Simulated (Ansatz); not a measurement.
Input

```
crystal:
  lattice:
    - [2.7663257457, 0.0, 0.0]
    - [-1.3831628729, 2.3957083709, 0.0]
    - [0.0, 0.0, 18.2719225607]
  atoms:
    - { symbol: Li, position: [0.6666666667, 0.3333333333, 0.1271006089] }
    - { symbol: Li, position: [0.3333333333, 0.6666666667, 0.8728993911] }
    - { symbol: Al, position: [0.0, 0.0, 0.0] }
    - { symbol: Al, position: [0.0, 0.0, 0.7481289197] }
    - { symbol: Al, position: [0.6666666667, 0.3333333333, 0.6247447421] }
    - { symbol: Al, position: [0.0, 0.0, 0.2518710803] }
    - { symbol: Al, position: [0.3333333333, 0.6666666667, 0.3752552579] }
    - { symbol: Al, position: [0.0, 0.0, 0.5] }
    - { symbol: O, position: [0.3333333333, 0.6666666667, 0.0555493395] }
    - { symbol: O, position: [0.6666666667, 0.3333333333, 0.9444506605] }
basis:
  ecutwfc: 420
kpoints:
  mp_grid: { grid: [12, 12, 2] }
hamiltonian:
  xc: pbe
scf:
  occupations: { method: gaussian, width: 0.1 }
output:
  forces: true
  stress: true
  eigenvalues: true
  write_density: true
  write_potential: true
  elf: true
  volumetric_format: npy
relax:
  adjacent_minimum: "off"
  f_tol: 0.01
  max_steps: 30
  cell: { stress_tol: 0.1, fix: [volume] }
```

Run with:

```sh
ansatz run input.yaml --threads 1 --pin off --max-ram 2560MiB --backend cpu --events-out ev --progress --plain --runs-dir out
```

Below, planes, directions and counts refer to the conventional cell (a = 2.77 Å, b = 2.77 Å, c = 18.25 Å, α = 90.00°, β = 90.00°, γ = 120.00°).

The fields are those of the relaxed geometry.

Space group P-3m1; a generated structure, not necessarily the stable one; changed on purpose from its base cell (volume × 0.91, shape and atoms relaxed); computed pressure about 9 GPa in this cell.

The calculation used DFT PBE, scalar-relativistic, plane waves, PAW in Ansatz 0.2.0.

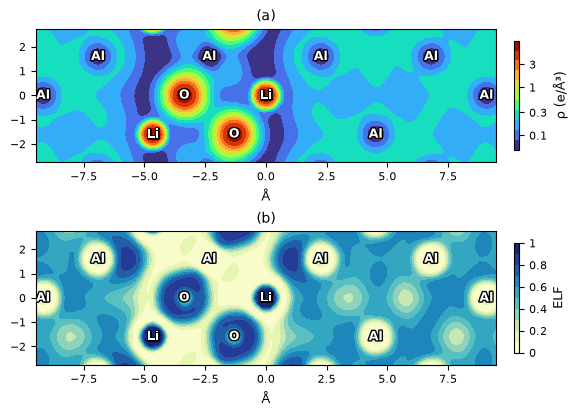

LiAl$_{3}$O. (a) valence pseudo-density; (b) electron localisation function on the (110) plane of the conventional cell.

The density is the valence pseudo-density of a PAW calculation; it isn't the true density close to the nuclei.

Read the bonding off the picture.

Answer. The section cuts through Li, Al and O sites.
Al–O (1.90 Å): the density is about 0.6 e/Å³ at the midpoint; the ELF peaks at about 0.85 in the valence shell of O, 0.7 Å from its nucleus, and is about 0.80 at the midpoint.
Li–O (2.06 Å): ρ is about 0.29 e/Å³ halfway; the ELF peaks at about 0.85 in the valence shell of O, 0.6 Å from its nucleus, and is about 0.50 at the midpoint.
Between the atoms the lowest density in this plane is 0.05 e/Å³.
The features right at Li lie inside the PAW spheres, where the map follows smoothed inner orbitals and isn't to be read closely.
